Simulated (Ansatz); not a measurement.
## Cs3Bi2Br9 (P-3m1): spin-orbit coupling beyond the local functionals

Aim: the spin-orbit change of the gap of Cs3Bi2Br9 (P-3m1).

Calculated with Ansatz 0.2.0; density functionals with and without spin-orbit coupling, plane waves, PAW.

**What was measured.**

- Gap 2.5 eV: indirect gap from Tauc plot; UV-vis diffuse reflectance, Tauc plot; powder (antisolvent-crystallized powder) (“Cs3Bi2Br9/g-C3N4 Direct Z-Scheme Heterojunction for Enhanced Photocatalytic Reduction of CO2 to CO”, 2023, pmc:10601477).

- Gap 2.6 eV: direct gap from Tauc plot; UV-vis diffuse reflectance, Tauc plot; powder (antisolvent-crystallized powder) (“Cs3Bi2Br9/g-C3N4 Direct Z-Scheme Heterojunction for Enhanced Photocatalytic Reduction of CO2 to CO”, 2023, pmc:10601477).

Report form: the programs' logs are mostly left out.

### 1. The starting structure

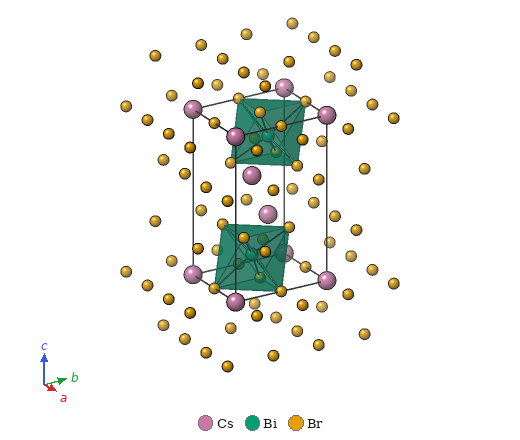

The cell as given, slightly off an axis (caesium pink, bismuth teal, bromine orange). Some periodic images of atoms are drawn too.

The cell and positions come from the Crystallography Open Database and are kept as given unless a step says otherwise. Spin-orbit coupling is left out unless a step names it. The default PAW set here is soft_2. Its files were made with PBE.

### 2. HSE06, 3×3×2 mesh

This step: DFT, HSE06, plane waves, PAW.

File input.yaml:

```yaml
crystal:
  lattice:
    - [7.972, 0.0, 0.0]
    - [-3.986, 6.903954519, 0.0]
    - [0.0, 0.0, 9.867]
  atoms:
    - { symbol: Cs, position: [0.6666666667, 0.3333333333, 0.6669] }
    - { symbol: Cs, position: [0.3333333333, 0.6666666667, 0.3331] }
    - { symbol: Cs, position: [0.0, 0.0, 0.0] }
    - { symbol: Bi, position: [0.6666666667, 0.3333333333, 0.1918] }
    - { symbol: Bi, position: [0.3333333333, 0.6666666667, 0.8082] }
    - { symbol: Br, position: [0.5, 0.5, 0.0] }
    - { symbol: Br, position: [0.5, 0.0, 0.0] }
    - { symbol: Br, position: [0.0, 0.5, 0.0] }
    - { symbol: Br, position: [0.3353, 0.16765, 0.3394] }
    - { symbol: Br, position: [0.83235, 0.16765, 0.3394] }
    - { symbol: Br, position: [0.83235, 0.6647, 0.3394] }
    - { symbol: Br, position: [0.16765, 0.3353, 0.6606] }
    - { symbol: Br, position: [0.16765, 0.83235, 0.6606] }
    - { symbol: Br, position: [0.6647, 0.83235, 0.6606] }
kpoints:
  mp_grid: { grid: [3, 3, 2] }
  band_path:
    path:
      - [0.0, 0.0, 0.0]
      - [0.5, 0.0, 0.0]
      - [0.33333333, 0.33333333, 0.0]
      - [0.0, 0.0, 0.5]
      - [0.5, 0.0, 0.5]
      - [0.33333333, 0.33333333, 0.5]
      - [0.066666666, 0.066666666, 0.0]
    npoints: 1
hamiltonian:
  xc: hse06
scf:
  occupations: { method: fixed }
  n_extra_bands: 8
output:
  eigenvalues: true
  write_density: true
  write_potential: true
  elf: true
  volumetric_format: npy
```

Launch:

```console
$ ansatz run input.yaml --threads 3 --pin off --max-ram 92160MiB --backend cuda --events-out ev --progress --plain --runs-dir out --devices 1 --max-vram 13GiB
```

It took 70 s on 1 × NVIDIA H100 80GB HBM3 (shared by 6 runs) with 3 threads of AMD EPYC 7R13 (Zen 3), shared host; peak memory 1.9 GiB.

Numbers from this step:

```
gap                     : 3.232 eV
valence top at          : k = (0.067, 0.067, 0.000)
conduction bottom at    : Γ
least direct gap        : 3.236 eV
exact-exchange fraction : 0.25
```

The gap is indirect, with the least direct gap 0.003 eV higher.

### 3. HSE06+SOC, 3×3×2 mesh

The many-body steps leave out spin-orbit coupling, so its effect is taken from a two-component run, with twice the bands.

This step: DFT, HSE06 with spin-orbit coupling, plane waves, PAW.

input.yaml, as its differences from that of step 2:

```diff
@@ -36,8 +36,7 @@
   occupations: { method: fixed }
-  n_extra_bands: 8
+  n_extra_bands: 16
+magnetization:
+  noncollinear: true
+  spin_orbit: true
 output:
   eigenvalues: true
-  write_density: true
-  write_potential: true
-  elf: true
-  volumetric_format: npy
```

Run time: 4.5 min. Hardware: 1 × NVIDIA H100 80GB HBM3 (shared by 6 runs) with 3 threads; peak memory 4 GiB; 8.9 min of CPU time.

Numbers from this step:

```
gap                     : 2.313 eV
valence top at          : k = (0.067, 0.067, 0.000)
conduction bottom at    : A
least direct gap        : 2.460 eV
exact-exchange fraction : 0.25
```

The gap stands −0.92 eV against HSE06, and the conduction bottom moves to (0.000, 0.000, 0.500).

### 4. Together

Times are wall times on 1 × NVIDIA H100 80GB HBM3 (shared by 6 runs) with 3 threads of AMD EPYC 7R13 (Zen 3), shared host, good to a factor of about two.

```
level  gap (eV)  with coupling (eV)  change (eV)  time  with coupling
HSE06      3.23                2.31        −0.92  70 s        4.5 min
```

### 5. Summary of results

```json
{
  "HSE06": "3.23 eV",
  "HSE06+SOC": "2.31 eV"
}
```

What this shows: Spin-orbit coupling changes the gap by −0.92 eV and the least direct gap by −0.78 eV. Against experiment, by HSE06+SOC: the gap of 2.31 eV lies −0.19 eV from the measured 2.5 eV (indirect, 2023); the direct gap of 2.46 eV lies −0.14 eV from the measured 2.6 eV (direct, 2023). An exciton line or allowed optical edge lies below the quasiparticle gap by the binding energy; a forbidden edge can push the onset above it. The lattice is static and excitons are left out.

[Paths, hosts, dates, memory and timing lines, banners, echoed tables and standing remarks are left out of the program output.]

[Logs are printed without paths, hosts, clocks, repeated set-up lines and the standing remarks that a program may print on its own settings, such as how far it seeks lower states.]

[Runs of the session that timed out or met a known fault of the program may be left out.]

[Cells called generated may have been cut or substituted from an entry of the Crystallography Open Database or the Materials Project.]

[Hosts, paths, dates, database ids (printed as entryN), source tags and the programs' standing remarks are cut or masked in the printed files.]
